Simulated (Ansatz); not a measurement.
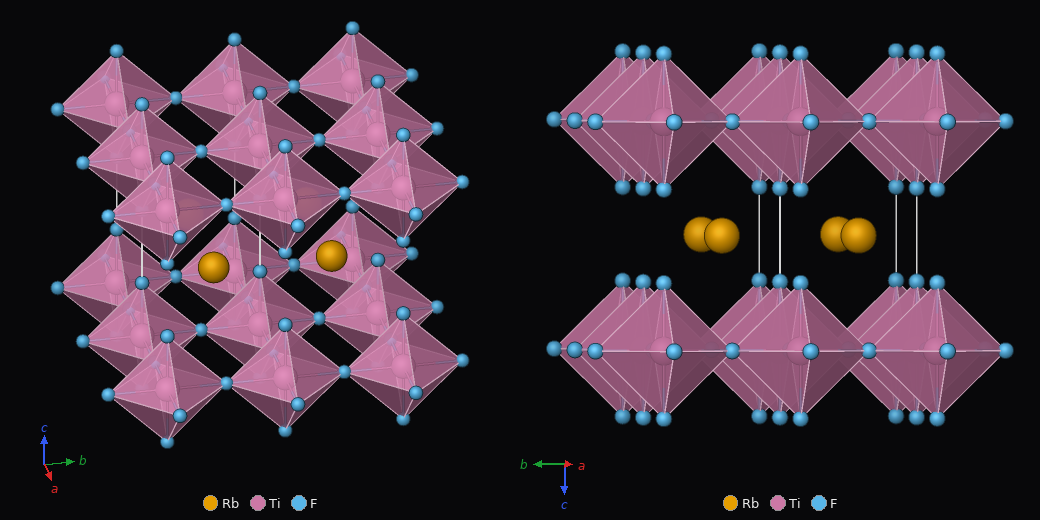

Polyhedra are drawn about Ti (bonds: F–Ti below 2.2 Å); other atoms are plain spheres. Two views of the same piece.

The compound is RbTiF4 (space group P4/mmm, No. 123), taken as the geometry relaxed with Ansatz 0.2.0, DFT, PAW plane waves, r2scan; the starting structure was generated, so it need not be a known form of this composition.

What figure surrounds each Ti atom, and what does it share with the other drawn polyhedra?

Answer. Ti: TiF6 octahedron, sharing corners with four neighbours.

How do these polyhedra hang together as a whole?

Answer. They form layers of corner-sharing octahedra parallel to (001). Their corner atoms also have Rb as close neighbours (those links are not drawn).
